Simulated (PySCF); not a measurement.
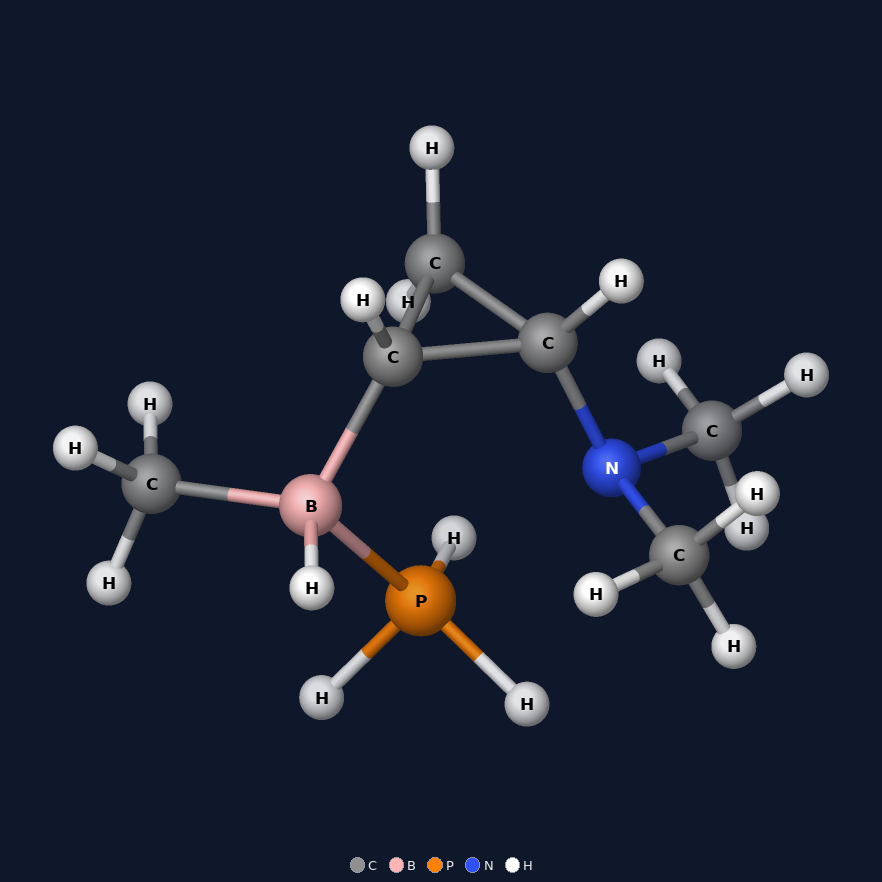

Computed geometry: GFN2-xTB optimisation. No frequency run is at hand to confirm it as a minimum. Method: PBE0/pcSseg-1, gas phase (PySCF 2.14.0).

**Give the HOMO energy (Kohn–Sham orbital) at this level.**

−6.76 eV.

**Give the LUMO energy (Kohn–Sham orbital) at this level.**

0.72 eV.

**What is the dipole moment?**

4.60 D.

The geometry is semi-empirical. Around B, P such bond lengths and angles can be off by a tenth of an ångström or more and by several degrees, and values that hang on the shape move with them.
